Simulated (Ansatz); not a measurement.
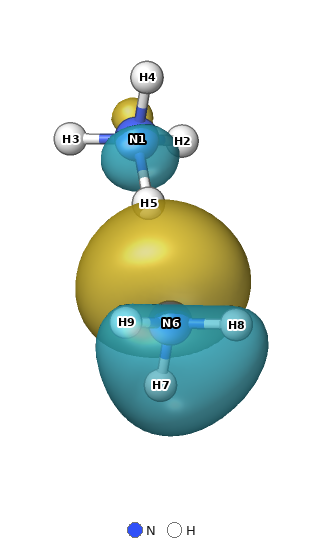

NH₄···NH₃ (charge +1). The HOMO at ±0.1 Å⁻³ᐟ² (yellow and cyan are the two phases), seen at an oblique angle.

Geometry: rigid move from PBE0-D4/def2-TZVP.

Level of theory: RKS PBE0-D4/def2-TZVPPD in Ansatz 0.2.0.

Input file:

```
crystal:
  periodic: [false, false, false]
  atoms:
    - {symbol: N, position_ang: [-0.065652, -0.047468, -1.309254]}
    - {symbol: H, position_ang: [0.363444, 0.778354, -1.723392]}
    - {symbol: H, position_ang: [0.419425, -0.868881, -1.666458]}
    - {symbol: H, position_ang: [-1.034174, -0.091184, -1.621777]}
    - {symbol: H, position_ang: [-0.006677, -0.004816, -0.133127]}
    - {symbol: N, position_ang: [0.103062, 0.074545, 2.055284]}
    - {symbol: H, position_ang: [1.062286, 0.118538, 2.390643]}
    - {symbol: H, position_ang: [-0.375213, 0.888005, 2.434821]}
    - {symbol: H, position_ang: [-0.320185, -0.741177, 2.491143]}
basis:
  gaussian: {orbitals: "def2-TZVPPD.json"}
total_charge: 1
hamiltonian: {xc: pbe0, dispersion: d4}
output: {orbitals: {seedname: orbitals}}
```

Launched as:

```sh
ansatz run in.yaml --threads 2 --pin off --events-out ev --progress --plain --max-ram 5222MiB
```

Q: What is the character of this orbital?

A: It lies mainly on N6 (about 75 %); largely a lone pair of N6. Its energy is −12.92 eV.
